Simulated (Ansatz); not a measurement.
## CH₅AlF₂: geometry relaxation (part 1 of 2)

The run: geometry relaxation of CH₅AlF₂. Method and program: RKS PBE-D4/6-31G* (Ansatz 0.2.0).

The input holds or restrains some coordinates. It belongs to a series of runs on one base structure; here: pulled along the bonds that form and break, towards end A. Figures and captions count atoms from 1; the log counts them from 0 in places.

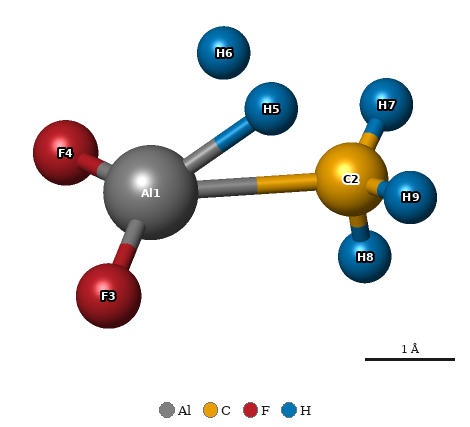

Figure 1. The starting structure (ball-and-stick view, seen at a tilt; atoms are numbered from 1 in the order of the input). Sticks mark near contacts.

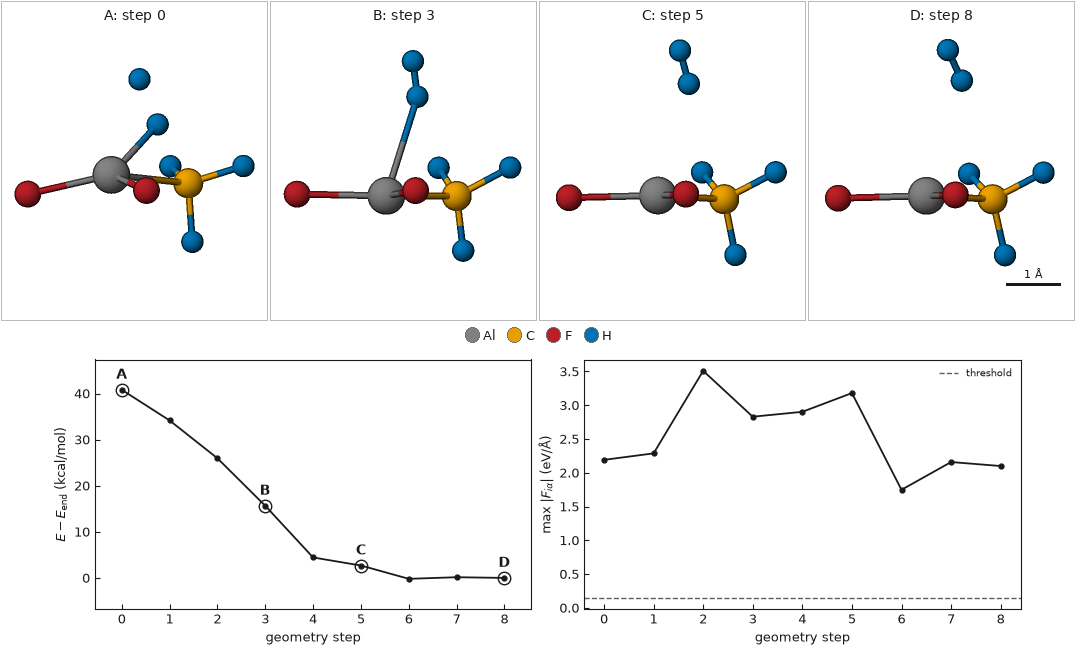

Figure 2. Frames of the restrained relaxation (ball-and-stick view, seen at a tilt) above the curves, on which the letters mark them (the first geometry is step 0 here and step 1 in the log).

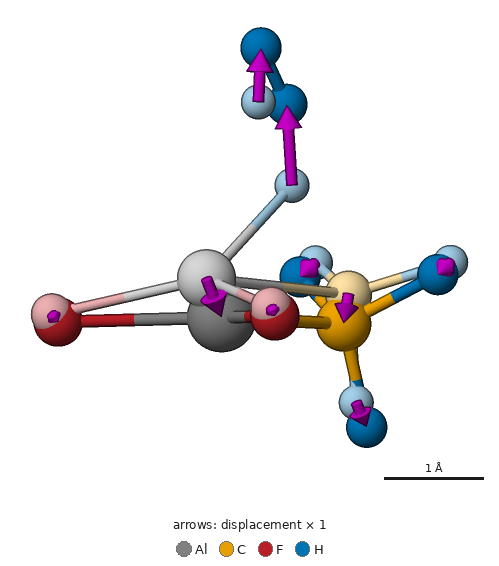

Figure 3. Start (faint) and end (solid) with the displacements as pink arrows, at true length (ball-and-stick view, seen at a tilt). The two geometries are laid on each other by the best rigid fit. After 8 geometry steps the energy has fallen by 40.8 kcal/mol. Largest force component: 2.2 eV/Å at the start, 2.1 eV/Å at the end. H5 moves most after the best rigid fit: 0.82 Å. Largest moves by element: H 0.82 Å, Al 0.46 Å, C 0.31 Å, F 0.12 Å. Among the contacts that change: Al1–H5 1.694 → 2.425 Å, Al1–C2 2.285 → 1.962 Å, H5–H6 0.990 → 0.699 Å, Al1–F3 1.634 → 1.668 Å. New bonds form: H5–H6 (0.99 → 0.70 Å). Bonds break: Al1–H5 (1.69 → 2.43 Å). Among the angles that change: Al1–C2–H8 100.2° → 110.6°, Al1–C2–H7 119.2° → 111.3°, Al1–C2–H9 118.0° → 111.2°. (Atoms are counted from 1 in the order of the input.)

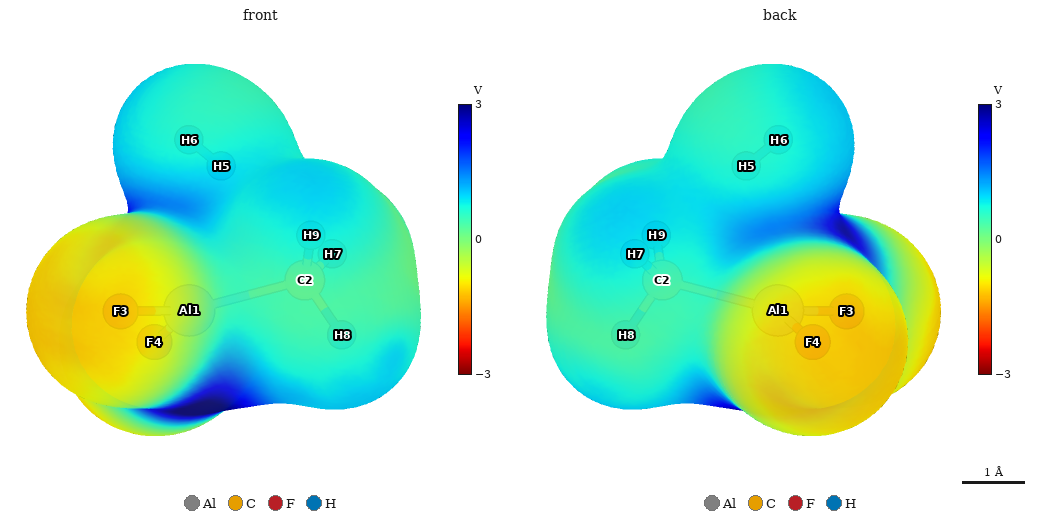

Figure 4. The molecular electrostatic potential painted on the density surface at 0.002 e/bohr³, seen at a tilt and from behind; red is negative and blue positive.

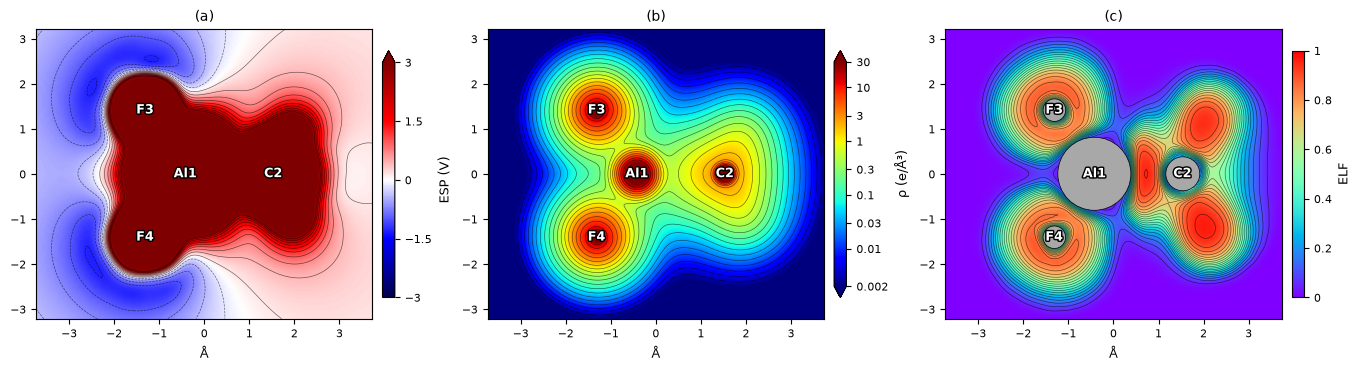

Figure 5. (a) electrostatic potential; (b) electron density; (c) electron localisation function on the plane of atoms C2, Al1 and F3. Grey discs, where drawn, cover atomic cores. Atoms in the plane: Al, C and F. Al–F (1.67 Å): ρ is about 0.82 e/Å³ halfway; the ELF peaks at about 0.85 in the valence shell of F, 0.5 Å from its nucleus, and is about 0.30 at the midpoint.

The input that produced these results follows, with the program's output.

**Input**
```yaml
crystal:
  periodic: [false, false, false]
  atoms:
    - { symbol: Al, position_ang: [-0.8308, -0.0531, -0.9246] }
    - { symbol: C, position_ang: [0.9057, 0.2138, 0.5357] }
    - { symbol: F, position_ang: [-0.6279, -1.2198, -2.0512] }
    - { symbol: F, position_ang: [-1.7166, 1.2832, -1.2486] }
    - { symbol: H, position_ang: [-0.3648, -0.3716, 0.6724] }
    - { symbol: H, position_ang: [-1.2268, -0.8091, 0.8847] }
    - { symbol: H, position_ang: [0.7814, 0.8753, 1.3957] }
    - { symbol: H, position_ang: [1.6205, 0.7577, -0.1079] }
    - { symbol: H, position_ang: [1.4593, -0.6764, 0.8437] }
basis:
  gaussian: { orbitals: "6-31G*" }
hamiltonian:
  xc: pbe
  dispersion: d4
relax:
  f_tol: 0.15
  max_steps: 25
  restrain:
    - { distance: [0, 5], at: 2.82, k: 30.0 }
    - { distance: [4, 1], at: 2.37, k: 30.0 }
    - { distance: [0, 1], at: 1.97, k: 30.0 }
    - { distance: [4, 5], at: 0.62, k: 30.0 }
output:
  orbitals: {}
```

Command:
```bash
ansatz run input.yaml --threads 2 --pin off --max-ram 3072MiB --backend cpu --events-out ev --progress --plain --runs-dir out
```

**What the program printed**
```
The last accepted step is kept in [file] (removed where the run ends without a failure and the disk answers)
Engine: ansatz 0.2.0, x86_64-unknown-linux-gnu
Functional definition: PBE
  parameter kappa = 0.804
  parameter beta = 0.06672455060314922
  exchange = pbe_x(kappa = kappa, mu = beta*pi^2/3)
  correlation = pbe_c(beta = beta)
855 factors; their error is unknown
mean field evaluation 1: about -13130.2813 eV, gradient 6.9e1 eV
mean field evaluation 2: about -13108.2066 eV, gradient 1.3e2 eV
mean field evaluation 4: about -13139.3900 eV, gradient 8.0e0 eV
mean field evaluation 8: about -13139.5371 eV, gradient 5.5e-2 eV
mean field evaluation 16: about -13139.4963 eV, gradient 3.4e-5 eV
mean field -13139.49629842 eV, -482.8675826964 hartree, gradient 3.4e-5 eV, S^2 0.000000; 0 other end points of the search recorded, 0 dependent functions left out
the calculation of the forces begins
reference -13139.49634483 eV, -482.8675844021 hartree; 21, 21 occupied and 53, 53 virtual orbitals, 855 factors
relax step   1: F+E_penalty+E_count = -13139.62868900 eV  Δ(F+E_penalty+E_count) = +0.000e0 eV  max|allowed force component| = 2.192e0 eV/Å  E_restraint = 27.56120655 eV  max|allowed force component, restraints' pulls added| = 3.609e1 eV/Å  Δτ_max = 0.0000 Å  (25 SCF iters, accepted)
  distance Al 0 - H 5 = 2.0005 Å
  distance H 4 - C 1 = 1.4055 Å
  distance Al 0 - C 1 = 2.2845 Å
  distance H 4 - H 5 = 0.9897 Å
these checks for a lower state are left out or cut short: starts, cluster_reference, orbital_swaps, neighbouring_geometries, increment
855 factors; their error is unknown
mean field -13139.79070796 eV, -482.8784020475 hartree, gradient 1.9e-5 eV, S^2 0.000000; 0 other end points of the search recorded, 0 dependent functions left out
the calculation of the forces begins
reference -13139.79075506 eV, -482.8784037786 hartree; 21, 21 occupied and 53, 53 virtual orbitals, 855 factors
relax step   2: F+E_penalty+E_count = -13139.91709316 eV  Δ(F+E_penalty+E_count) = -2.884e-1 eV  max|allowed force component| = 2.287e0 eV/Å  E_restraint = 14.56747271 eV  max|allowed force component, restraints' pulls added| = 2.515e1 eV/Å  Δτ_max = 0.1948 Å  (32 SCF iters, accepted)
  distance Al 0 - H 5 = 2.2247 Å
  distance H 4 - C 1 = 1.6772 Å
  distance Al 0 - C 1 = 2.2616 Å
  distance H 4 - H 5 = 0.8476 Å
these checks for a lower state are left out or cut short: starts, cluster_reference, orbital_swaps, neighbouring_geometries, increment
855 factors; their error is unknown
mean field evaluation 32: about -13140.1498 eV, gradient 2.1e-5 eV
mean field -13140.14978453 eV, -482.8915978682 hartree, gradient 2.1e-5 eV, S^2 0.000000; 0 other end points of the search recorded, 0 dependent functions left out
the calculation of the forces begins
reference -13140.14983124 eV, -482.8915995847 hartree; 21, 21 occupied and 53, 53 virtual orbitals, 855 factors
relax step   3: F+E_penalty+E_count = -13140.27299213 eV  Δ(F+E_penalty+E_count) = -3.559e-1 eV  max|allowed force component| = 3.509e0 eV/Å  E_restraint = 6.05637646 eV  max|allowed force component, restraints' pulls added| = 1.323e1 eV/Å  Δτ_max = 0.1947 Å  (31 SCF iters, accepted)
  distance Al 0 - H 5 = 2.4292 Å
  distance H 4 - C 1 = 1.9387 Å
  distance Al 0 - C 1 = 2.2014 Å
  distance H 4 - H 5 = 0.7271 Å
these checks for a lower state are left out or cut short: starts, cluster_reference, orbital_swaps, neighbouring_geometries, increment
855 factors; their error is unknown
mean field -13140.59507887 eV, -482.9079621332 hartree, gradient 1.1e-5 eV, S^2 0.000000; 0 other end points of the search recorded, 0 dependent functions left out
the calculation of the forces begins
reference -13140.59512504 eV, -482.9079638299 hartree; 21, 21 occupied and 53, 53 virtual orbitals, 855 factors
relax step   4: F+E_penalty+E_count = -13140.72008102 eV  Δ(F+E_penalty+E_count) = -4.471e-1 eV  max|allowed force component| = 2.830e0 eV/Å  E_restraint = 1.23951247 eV  max|allowed force component, restraints' pulls added| = 5.037e0 eV/Å  Δτ_max = 0.1946 Å  (26 SCF iters, accepted)
  distance Al 0 - H 5 = 2.6666 Å
  distance H 4 - C 1 = 2.1652 Å
  distance Al 0 - C 1 = 2.0893 Å
  distance H 4 - H 5 = 0.6743 Å
these checks for a lower state are left out or cut short: starts, cluster_reference, orbital_swaps, neighbouring_geometries, increment
855 factors; their error is unknown
mean field -13141.07850439 eV, -482.9257276934 hartree, gradient 1.2e-5 eV, S^2 0.000000; 0 other end points of the search recorded, 0 dependent functions left out
the calculation of the forces begins
reference -13141.07855142 eV, -482.9257294219 hartree; 21, 21 occupied and 53, 53 virtual orbitals, 855 factors
relax step   5: F+E_penalty+E_count = -13141.20616683 eV  Δ(F+E_penalty+E_count) = -4.861e-1 eV  max|allowed force component| = 2.903e0 eV/Å  E_restraint = 0.03696408 eV  max|allowed force component, restraints' pulls added| = 2.040e0 eV/Å  Δτ_max = 0.1938 Å  (27 SCF iters, accepted)
  distance Al 0 - H 5 = 2.8075 Å
  distance H 4 - C 1 = 2.3724 Å
  distance Al 0 - C 1 = 1.9765 Å
  distance H 4 - H 5 = 0.6675 Å
these checks for a lower state are left out or cut short: starts, cluster_reference, orbital_swaps, neighbouring_geometries, increment
855 factors; their error is unknown
mean field -13141.15304808 eV, -482.9284671233 hartree, gradient 1.4e-5 eV, S^2 0.000000; 0 other end points of the search recorded, 0 dependent functions left out
the calculation of the forces begins
reference -13141.15309514 eV, -482.9284688530 hartree; 21, 21 occupied and 53, 53 virtual orbitals, 855 factors
```
